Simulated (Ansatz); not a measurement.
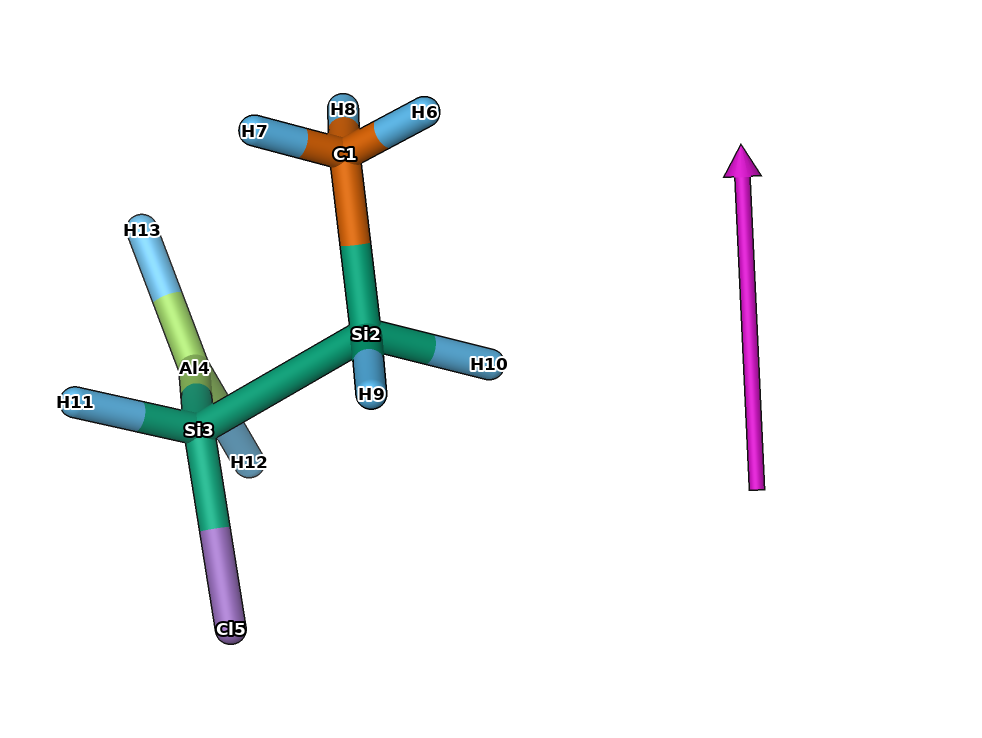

The arrow beside the molecule shows the direction of the dipole moment, from the negative to the positive end (its length means nothing). The geometry was computed by an optimisation with PBE-D4/def2-SVP. No frequency run is at hand to confirm it as a minimum. Properties computed with RKS PBE-D4/def2-SVP (Ansatz 0.2.0).

Q: How large is the dipole moment?

A: 2.28 D; it points from the side of Cl5 to the side of H6, H8 (the outermost atoms at the two ends).
